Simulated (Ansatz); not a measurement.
WH₅BrF₂: several calculations on one system

**1. Relaxation**

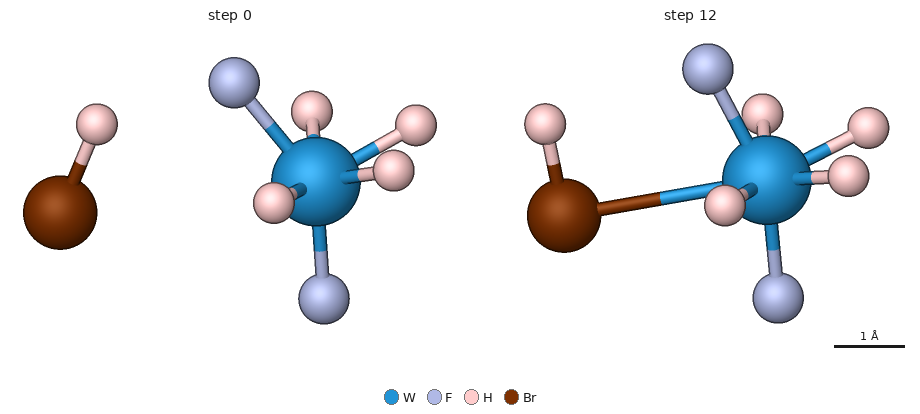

The structure of WH$_{5}$BrF$_{2}$ before (left) and after (right) a relaxation, at one scale.

Style: ball-and-stick. Shown at a tilt.

The run prepares an end point of a later path (reaction) calculation, from a guessed geometry.

Method: RKS CAM-B3LYP-D4/def2-SVP in Ansatz 0.2.0. Settings: no spin polarisation; force threshold 0.03 eV/Å; at most 50 steps.

Summarise the run.

Answer. The largest move after the best rigid fit is that of the Br atom, 0.63 Å. By element the largest moves are Br 0.63 Å, F 0.31 Å, H 0.17 Å, W 0.13 Å. Among the contacts that change: Br–W 3.764 → 3.028 Å, Br–H 1.497 → 1.428 Å, H–W 1.730 → 1.740 Å, F–W 1.817 → 1.826 Å. New bonds form, among them: Br–W (3.76 → 3.03 Å). Among the angles between lasting bonds that change: F–W–F 144.3° → 158.1°, F–W–H 102.2° → 94.6°, F–W–H 101.0° → 94.6°. After 11 accepted moves (12 points after the start) the energy has fallen by 0.222 eV. The largest force component goes from 0.96 to 0.013 eV/Å. The line search rejected the trial step at point 8 of the run. Cost: 34 s on 4 threads of Arm Neoverse V2 (shared host), peak memory 0.36 GiB.

**2. Relaxation**

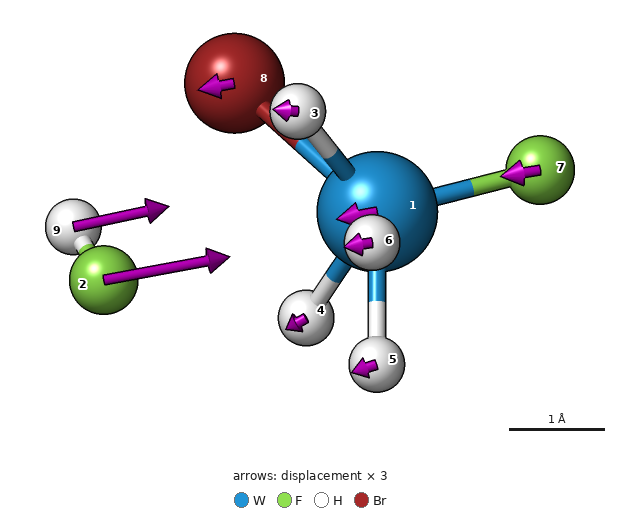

A relaxation of WH5BrF2. The starting structure is drawn; purple arrows show the displacements, magnified 3 times. The two geometries are superimposed by the best rigid fit.

The picture is a ball-and-stick view, seen from a free direction.

The run prepares an end point of a later path (reaction) calculation, from a guessed geometry.

These are results of RKS CAM-B3LYP-D4/def2-SVP (Ansatz), not measurements.

Input file:
```yaml
crystal:
  periodic: [false, false, false]
  atoms:
    - { symbol: W, position_ang: [0.232271, 0.239135, -0.467793] }
    - { symbol: F, position_ang: [0.177634, 0.192645, 2.568374] }
    - { symbol: H, position_ang: [1.42927, -0.636865, 0.291772] }
    - { symbol: H, position_ang: [-0.660649, 1.415542, 0.302468] }
    - { symbol: H, position_ang: [-1.341162, -0.131228, -0.012553] }
    - { symbol: H, position_ang: [-0.109119, -1.343353, -0.02128] }
    - { symbol: F, position_ang: [0.276545, 0.295685, -2.283642] }
    - { symbol: Br, position_ang: [1.930477, 1.96229, 0.362867] }
    - { symbol: H, position_ang: [0.811833, 0.867849, 2.619887] }
basis:
  gaussian: { orbitals: def2-SVP }
hamiltonian:
  xc: cam_b3lyp
  dispersion: d4
relax:
  f_tol: 0.03
  max_steps: 50
```

Command:
```bash
ansatz run input.yaml --threads 4 --pin off --max-ram 5120MiB --backend cpu --events-out ev --progress --plain --runs-dir out
```

**Describe the change and its energy.**

After 5 geometry steps the energy has fallen by 0.231 eV. Largest force component: 0.51 eV/Å at the start, 0.027 eV/Å at the end. The largest move after the best rigid fit is that of F2, 0.46 Å. By element the largest moves are F 0.46 Å, H 0.35 Å, W 0.15 Å, Br 0.14 Å. Some distances before and after: W1–F2 3.037 → 2.431 Å, W1–H9 3.204 → 2.715 Å, F2–H9 0.928 → 0.945 Å. Bond angles that change, for instance: H3–W1–H4 123.1° → 128.1°, H3–W1–F7 117.0° → 114.5°, H3–W1–H5 115.7° → 118.1°. Cost: 17 s on 4 threads of Arm Neoverse V2, on a shared host, peak memory 0.36 GiB.

Limits of the set-up: the start holds two separate molecules, 2.7 Å apart at their closest, whose relative position is a soft coordinate.

**3. Path**

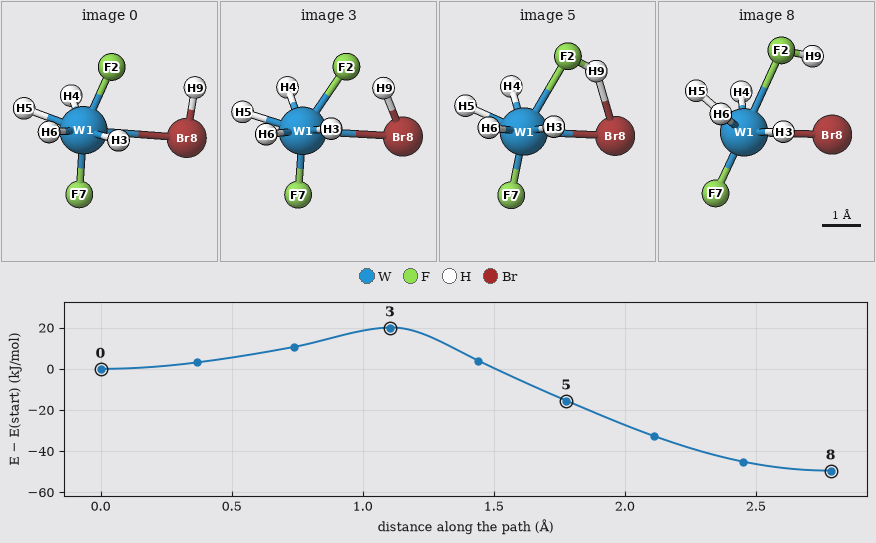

NEB run on WH5BrF2. Images are numbered from 0 (start) to 8 (end). Style: ball-and-stick. Shown from a free direction.

These are results of RKS CAM-B3LYP-D4/def2-SVP in Ansatz 0.2.0, not measurements. Settings: 7 movable images; climbing image; force threshold 0.05 eV/Å; iteration limit 60; starting path through a guess of the saddle point.

**Describe the mechanism and the energy profile.**

The energy climbs by 20.1 kJ/mol to image 3 and then falls by 69.5 kJ/mol, so the end point sits at −49.4 kJ/mol. A hydrogen atom shifts from one atom to another. Breaking: Br8–H9 (1.43 → 1.57 at the top → 2.40 Å). Forming: F2–H9 (2.56 → 1.31 at the top → 0.94 Å). The band is converged. At the top, the vibrational analysis gives one imaginary mode (427i cm⁻¹), as a transition state must have.

The run took 4.2 min on 4 threads of Arm Neoverse V2, on a shared host, peak memory 0.37 GiB.
